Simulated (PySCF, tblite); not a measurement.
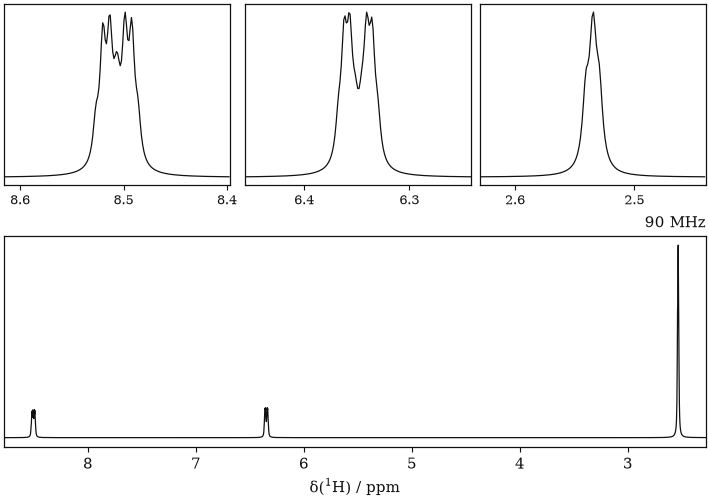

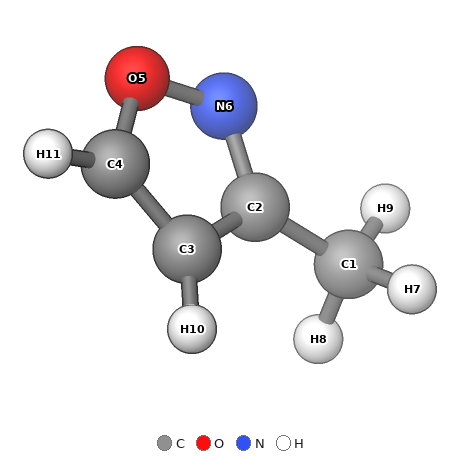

C₄H₅NO, SMILES Cc1ccon1. Simulated ¹H spectrum at 90 MHz, line width 0.6 Hz, from GIAO shifts (PBE0/pcSseg-1, against TMS) and couplings (B3LYP/pcJ-1), PySCF, at a GFN2-xTB geometry (a minimum by its frequencies). Gas phase, values of one conformer, averaged over methyl-type rotors and exact or near symmetry; couplings among ¹H are treated exactly, other nuclei are left out. The spin-dipole term of J is left out for all pairs. The upper panels enlarge each group of lines, each scaled alone.

Q: Assign the signals.

A:
| δ (ppm) | nuclei | atoms |
| --- | --- | --- |
| 8.51 | 1 | H11 |
| 6.35 | 1 | H10 |
| 2.53 | 3 | H7, H8, H9 |

Q: Give the coupling constants used.

A:
```tsv
pair	J (Hz)
H11–H10	1.9
H11 – H7/H8/H9	0.6
```

Not listed: couplings under 0.5 Hz, those between magnetically equivalent nuclei.

Caveats, for all or some of the runs: the tight-binding geometry is rougher than a DFT one and adds to the error.
